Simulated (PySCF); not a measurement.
**GaCl3: single-point calculation**

System: GaCl3.
Method: BLYP/aug-cc-pVDZ, RKS (PySCF 2.14.0).

The geometry comes from this level: PBE0-D4/def2-TZVP.

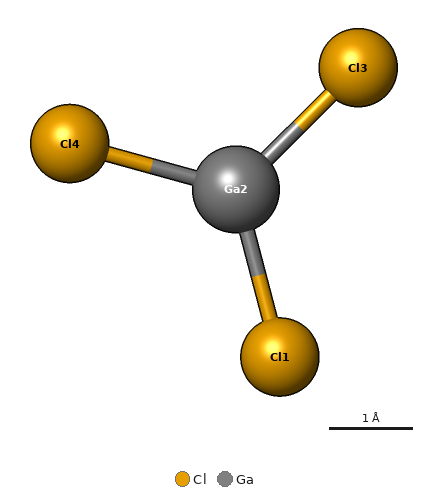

*The input geometry (ball-and-stick view, seen on its broad side; atoms are numbered from 1 in the order of the input). Sticks mark near contacts.*

Bond lengths as drawn: Cl–Ga 2.11 Å.

Summary:

```json
{"quantity": "outcome", "value": "converged"}
{"quantity": "total energy", "value": "−3305.658633 hartree"}
{"quantity": "basis functions", "value": "117"}
{"quantity": "HOMO", "value": "−7.90 eV"}
{"quantity": "LUMO", "value": "−3.03 eV"}
{"quantity": "dipole moment", "value": "0.00 D"}
{"quantity": "hardware", "value": "1 thread of Intel Xeon @ 2.70GHz, 189 GiB of memory available, shared host"}
{"quantity": "wall time", "value": "25 s"}
{"quantity": "peak memory", "value": "0.66 GiB"}
```

Input (job.py):
```python
from pyscf import gto, dft

molecule = gto.Mole()
molecule.atom = '''
Cl     1.637826     0.701844     3.566858
Ga     0.026078    -0.028535    -0.009638
Cl    -0.170642    -3.770004    -1.382524
Cl    -1.388382     2.982555    -2.213058
'''
molecule.spin = 0
molecule.verbose = 4
molecule.basis = 'aug-cc-pvdz'
molecule.max_memory = 1860
molecule.unit = 'bohr'
molecule.build()

mf = dft.RKS(molecule)
mf.xc = 'blyp'
mf.grids.level = 5
mf.conv_tol = 1e-10
mf.kernel()
if not mf.converged:
    mf = mf.newton().run(mf.mo_coeff, mf.mo_occ)

etot = mf.e_tot
print(f'total energy: {etot:.8f} hartree')
```

Command:
```bash
OMP_NUM_THREADS=1 python job.py
```

Output:
```
PySCF version 2.14.0

[INPUT] num. atoms = 4
[INPUT] num. electrons = 82
[INPUT] charge = 0
[INPUT] spin (= nelec alpha-beta = 2S) = 0
[INPUT] symmetry False subgroup None
[INPUT] Mole.unit = bohr
[INPUT] Symbol           X                Y                Z      unit          X                Y                Z       unit  Magmom
[INPUT]  1 Cl     0.866700194652   0.371399850421   1.887499968188 AA    1.637826000000   0.701844000000   3.566858000000 Bohr   0.0
[INPUT]  2 Ga     0.013799883306  -0.015100071714  -0.005100209959 AA    0.026078000000  -0.028535000000  -0.009638000000 Bohr   0.0
[INPUT]  3 Cl    -0.090299857626  -1.995000201877  -0.731600194350 AA   -0.170642000000  -3.770004000000  -1.382524000000 Bohr   0.0
[INPUT]  4 Cl    -0.734700114452   1.578300136316  -1.171099860044 AA   -1.388382000000   2.982555000000  -2.213058000000 Bohr   0.0

nuclear repulsion = 521.658136521892
number of shells = 33
number of NR pGTOs = 236
number of NR cGTOs = 117
basis = aug-cc-pvdz
ecp = {}

******** <class 'pyscf.dft.rks.RKS'> ********
method = RKS
initial guess = minao
damping factor = 0
level_shift factor = 0
DIIS = <class 'pyscf.scf.diis.CDIIS'>
diis_start_cycle = 1
diis_space = 8
diis_damp = 0
SCF conv_tol = 1e-10
SCF conv_tol_grad = None
SCF max_cycles = 50
direct_scf = True
direct_scf_tol = 1e-13
XC library pyscf.dft.libxc version 7.0.0
    S. Lehtola, C. Steigemann, M. J.T. Oliveira, and M. A.L. Marques.,  SoftwareX 7, 1–5 (2018)
XC functionals = blyp
    A. D. Becke.,  Phys. Rev. A 38, 3098 (1988)
    C. Lee, W. Yang, and R. G. Parr.,  Phys. Rev. B 37, 785 (1988)
    B. Miehlich, A. Savin, H. Stoll, and H. Preuss.,  Chem. Phys. Lett. 157, 200 (1989)
radial grids:
    Treutler-Ahlrichs [JCP 102, 346 (1995); DOI:10.1063/1.469408] (M4) radial grids

becke partition: Becke, JCP 88, 2547 (1988); DOI:10.1063/1.454033
pruning grids: <function nwchem_prune>
grids dens level: 5
symmetrized grids: False
atomic radii adjust function: <function treutler_atomic_radii_adjust>
small_rho_cutoff = 0
Set gradient conv threshold to 1e-05
Initial guess from minao.
tot grids = 174424
init E= -3305.50422970591
  HOMO = -0.332697616375363  LUMO = -0.104362140805216  gap/eV = 6.21332
cycle= 1 E= -3305.56617128311  delta_E= -0.0619  |g|= 0.571  |ddm|= 1.97
  HOMO = -0.248789206071554  LUMO = -0.122138313218718  gap/eV = 3.44635
cycle= 2 E= -3305.32358966725  delta_E= 0.243  |g|= 1.06  |ddm|= 1.86
  HOMO = -0.285204489640754  LUMO = -0.103903790382276  gap/eV = 4.93344
cycle= 3 E= -3305.65509003516  delta_E= -0.332  |g|= 0.106  |ddm|= 1.24
  HOMO = -0.291796900911534  LUMO = -0.113591261642109  gap/eV = 4.84922
cycle= 4 E= -3305.65840065683  delta_E= -0.00331  |g|= 0.0271  |ddm|= 0.125
  HOMO = -0.289363055813059  LUMO = -0.11087824635905  gap/eV = 4.85682
cycle= 5 E= -3305.65862008514  delta_E= -0.000219  |g|= 0.00687  |ddm|= 0.026
  HOMO = -0.290183898881094  LUMO = -0.111536148680442  gap/eV = 4.86125
cycle= 6 E= -3305.65863249435  delta_E= -1.24e-05  |g|= 0.000577  |ddm|= 0.00783
  HOMO = -0.290141639955391  LUMO = -0.111447385172905  gap/eV = 4.86252
cycle= 7 E= -3305.65863263385  delta_E= -1.39e-07  |g|= 3.82e-05  |ddm|= 0.000903
  HOMO = -0.290148647725528  LUMO = -0.11145276772551  gap/eV = 4.86256
cycle= 8 E= -3305.65863263428  delta_E= -4.32e-10  |g|= 7.03e-06  |ddm|= 5.14e-05
  HOMO = -0.290148556176415  LUMO = -0.111452627031221  gap/eV = 4.86256
cycle= 9 E= -3305.65863263428  delta_E= 4.55e-13  |g|= 2.83e-06  |ddm|= 1.12e-05
  HOMO = -0.290148407441045  LUMO = -0.111452369439519  gap/eV = 4.86257
Extra cycle  E= -3305.6586326343  delta_E= -1.41e-11  |g|= 5.27e-06  |ddm|= 9.39e-06
converged SCF energy = -3305.6586326343
total energy: -3305.65863263 hartree
```

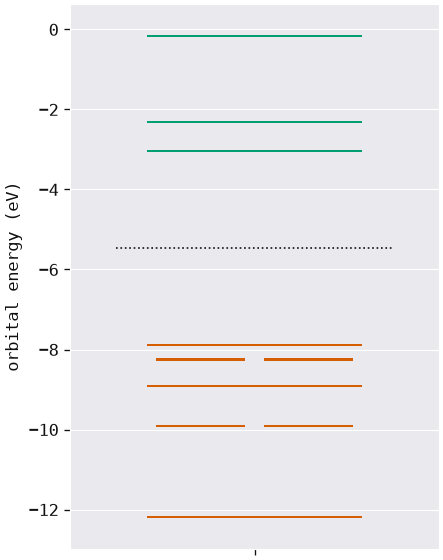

*Orbital energies near the frontier; the dotted line parts filled from empty levels, and levels within 0.02 eV of each other stand side by side.*

Highest filled −7.90 eV, lowest empty −3.03 eV, 4.87 eV apart.
